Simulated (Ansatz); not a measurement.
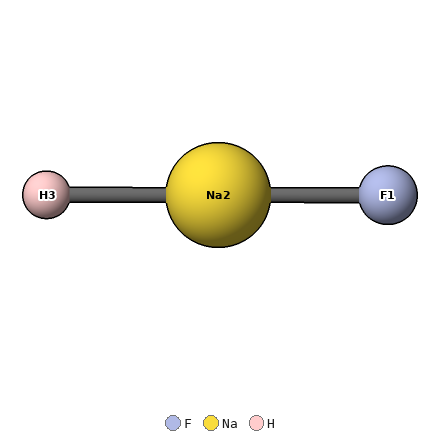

The system is F⁻ + NaH; the picture shows the reference structure. 
- The first coordinate is: distance F1–Na2; the second: distance Na2–H3.
- Nothing is relaxed (the angle F1–Na2–H3 is fixed at 180 degrees).
- Grid: 17 × 17 points.
- Points are written as (first, second).
- All energies are given in eV relative to the lowest grid point.
- The reference is spin-restricted, so regions where a bond is pulled apart into radicals lie too high.
- Computed with RHF/aug-cc-pVTZ in Ansatz 0.2.0.

Its coordinates:

```xyz
3

F    -2.0800    0.0000    0.0000
Na    0.0000    0.0000    0.0000
H     2.1050    0.0000    0.0000
```

Range: distance F1–Na2 from 1.808 to 4.208 Å; distance Na2–H3 from 1.576 to 3.976 Å.

**Predict the map.**

The lowest grid point is at (2.080 Å, 2.105 Å). It is the only kind of minimum in the scanned range. The highest grid point, (4.208 Å, 3.976 Å), lies 3.36 eV above the lowest.

```csv
"distance Na2–H3 ↓, distance F1–Na2 →",1.873,2.080,2.337,2.627,2.944,3.283,3.640,4.015
3.783,0.99,0.96,1.26,1.68,2.11,2.50,2.83,3.10
3.408,0.79,0.75,1.03,1.43,1.85,2.22,2.53,2.79
3.051,0.58,0.52,0.78,1.16,1.56,1.91,2.21,2.46
2.712,0.36,0.29,0.52,0.89,1.27,1.60,1.88,2.11
2.395,0.18,0.09,0.30,0.65,1.01,1.32,1.59,1.81
2.105,0.11,0.00,0.19,0.52,0.86,1.16,1.41,1.61
1.848,0.25,0.11,0.29,0.59,0.91,1.20,1.44,1.63
1.641,0.64,0.49,0.65,0.94,1.25,1.52,1.75,1.93
```

The table holds every second grid line.

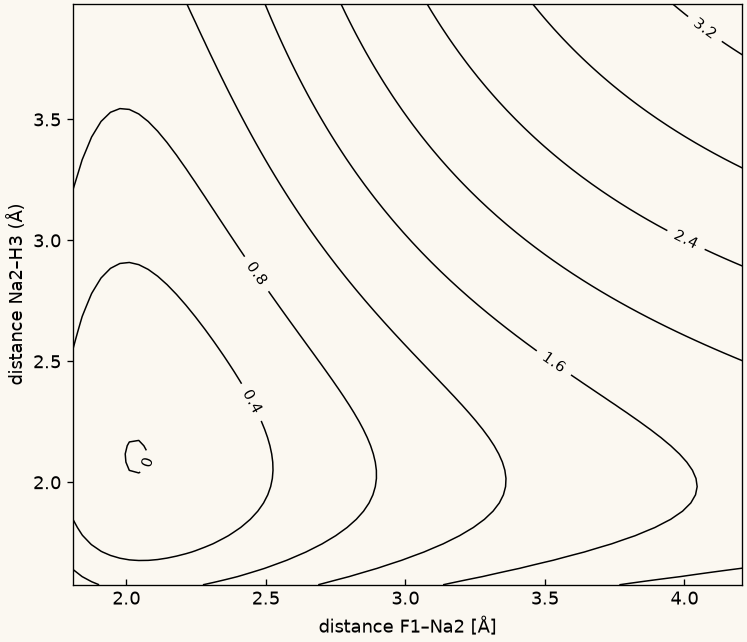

In the figure: contour lines labelled in eV. Between grid points the surface is interpolated.

The whole map (289 points run) took 3.9 min on 1 thread of Arm Neoverse V2 (shared host).
